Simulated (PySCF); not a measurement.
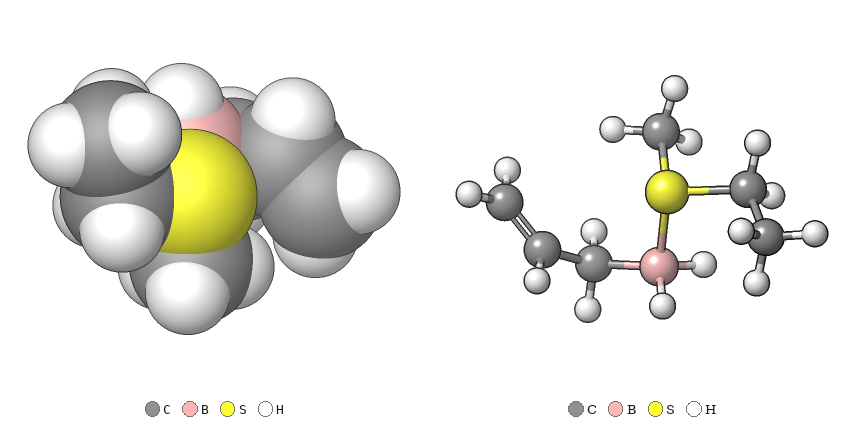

The same structure drawn twice, from different directions.

Which formula does it have?

C6H15BS, 23 atoms: 6 carbon, 15 hydrogen, 1 boron and 1 sulfur.

Give the symmetry (Schoenflies symbol).

C1.

Name some functional groups or characteristic bonds that it holds.

Among them: alkene, B–H bond.

What is its SMILES?

C=CC[BH2-][S@+](C)CC

Describe its rings.

It has no ring.

More results for the same structure follow; atom numbers are the same in all pictures, views and colours differ. The computed structure is the end point of a PBE0-D3(BJ)/def2-SVP optimisation. No frequency run is at hand to confirm it as a minimum.

### Geometry

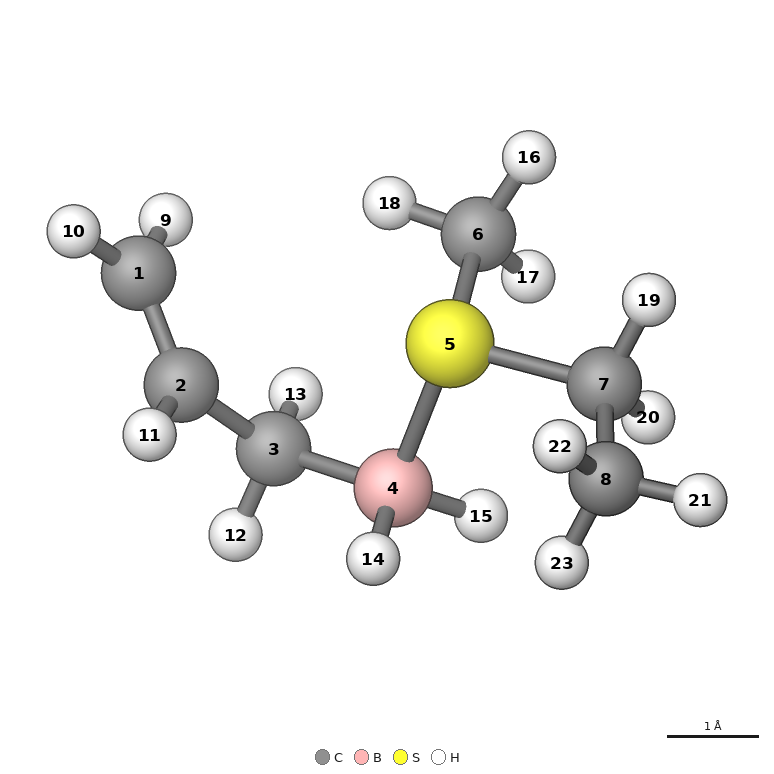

Atoms carry their numbers in the input. No frequency run is at hand to confirm it as a minimum.

Describe the coordination of atom 8.

C8 has 4 neighbours (C7 at 1.52, H21 at 1.10, H22 at 1.10, H23 at 1.10 Å); the arrangement is tetrahedral.

What is the geometry at C7?

C7 has 4 neighbours (S5 at 1.82, C8 at 1.52, H19 at 1.10, H20 at 1.10 Å); the arrangement is tetrahedral.

Describe the coordination of atom 2.

C2 has 3 neighbours (C1 at 1.34, C3 at 1.49, H11 at 1.10 Å); the arrangement is trigonal planar.

What is the geometry at C3?

C3 has 4 neighbours (C2 at 1.49, B4 at 1.62, H12 at 1.11, H13 at 1.10 Å); the arrangement is tetrahedral.

Which bond is the longest?

B4–S5, 1.984 Å.

What is the dihedral angle C3–B4–S5–C7?

163° in size, that is anti.

### Electronic properties

No frequency run is at hand to confirm it as a minimum. Method: PBE0/pcSseg-1 in acetonitrile (IEF-PCM) (PySCF 2.14.0).

What does the calculation give?

- dipole moment: 5.78 D
- HOMO energy (Kohn–Sham orbital): −6.88 eV
- LUMO energy (Kohn–Sham orbital): 0.49 eV
- HOMO–LUMO gap: 7.37 eV

### Charges

The questions are on Mulliken charges. No frequency run is at hand to confirm it as a minimum. Level of theory: PBE0/pcSseg-1 in acetonitrile (IEF-PCM) (PySCF 2.14.0).

Which atom carries the highest charge (most positive or least negative)?

H18 (0.19 e).

And the lowest?

C6 (−0.37 e).

Give the Mulliken charges atom by atom.

```csv
atom,value (e)
C1,−0.23
C2,−0.28
C3,−0.36
B4,−0.05
S5,0.04
C6,−0.37
C7,−0.35
C8,−0.29
H9,0.12
H10,0.12
H11,0.12
H12,0.14
H13,0.11
H14,−0.03
H15,−0.04
H16,0.18
H17,0.18
H18,0.19
H19,0.18
H20,0.18
H21,0.15
H22,0.14
H23,0.15
```

### Quadrupole coupling

No frequency run is at hand to confirm it as a minimum. Electric field gradients from the ground-state density, PBE0/pcSseg-1 in acetonitrile (IEF-PCM) (PySCF 2.14.0), non-relativistic apart from any core potentials.

Give the largest field-gradient component, the quadrupole coupling constant and the asymmetry for 11B at B4 (Q = 40.59 mb), 33S at S5 (Q = −67.81 mb), 2H at H9 (Q = 2.86 mb), 2H at H10 (Q = 2.86 mb), 2H at H11 (Q = 2.86 mb), 2H at H12 (Q = 2.86 mb).

```
atom  V_zz (a.u.)  e²qQ/h (MHz)     η
  B4        0.262          2.50  0.01
  S5       −2.103          33.5  0.64
  H9        0.303         0.204  0.06
 H10        0.309         0.208  0.07
 H11        0.296         0.199  0.04
 H12        0.292         0.196  0.05
```

### NMR shielding

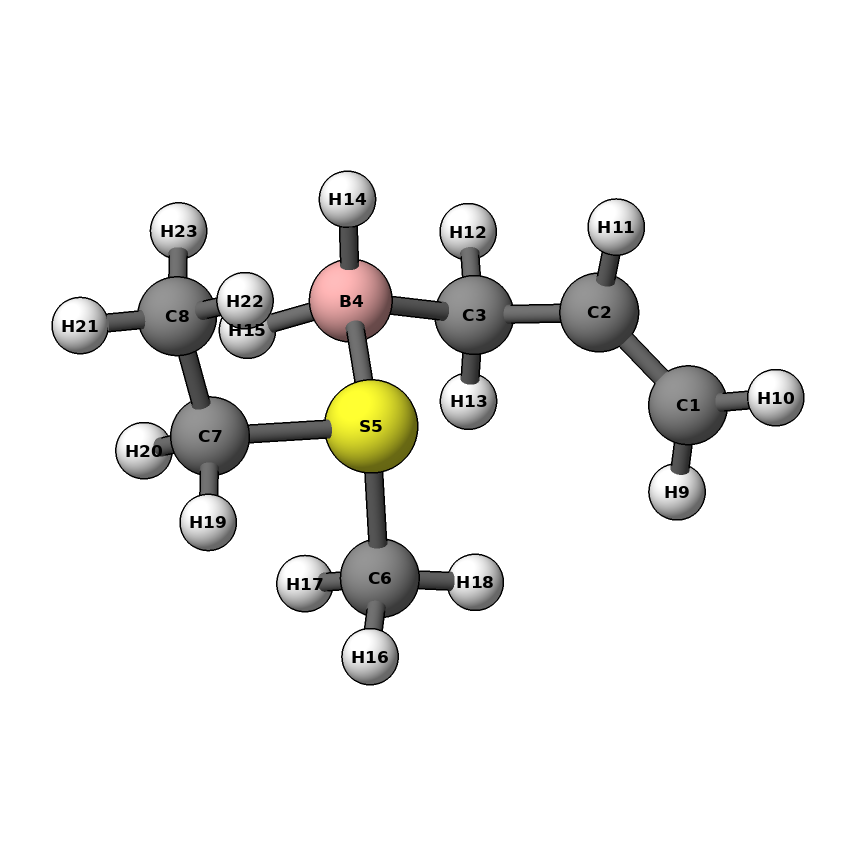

No frequency run is at hand to confirm it as a minimum. Properties computed with GIAO PBE0/pcSseg-1 NMR shielding, non-relativistic, IEF-PCM benzene (PySCF 2.14.0). Principal shieldings σ11 ≤ σ22 ≤ σ33, span Ω = σ33 − σ11, skew κ = 3(σiso − σ22)/Ω.

Which C atom has the most anisotropic shielding?

C2, with a span of 254 ppm.

Give the shielding tensors of the C atoms.

| atom | σ11 | σ22 | σ33 | σiso | Ω | κ |
| --- | --- | --- | --- | --- | --- | --- |
| C1 | −38.7 | 97.2 | 152.4 | 70.3 | 191.1 | −0.42 |
| C2 | −97.6 | 27.7 | 155.9 | 28.7 | 253.5 | 0.01 |
| C3 | 140.6 | 154.1 | 182.9 | 159.2 | 42.3 | 0.36 |
| C6 | 145.6 | 153.9 | 185.4 | 161.6 | 39.8 | 0.58 |
| C7 | 118.7 | 138.5 | 171.4 | 142.9 | 52.7 | 0.25 |
| C8 | 161.9 | 171.3 | 185.5 | 172.9 | 23.6 | 0.20 |

Shieldings and span in ppm.

Mulliken values depend strongly on the basis set and can even reverse the polarity of a bond.
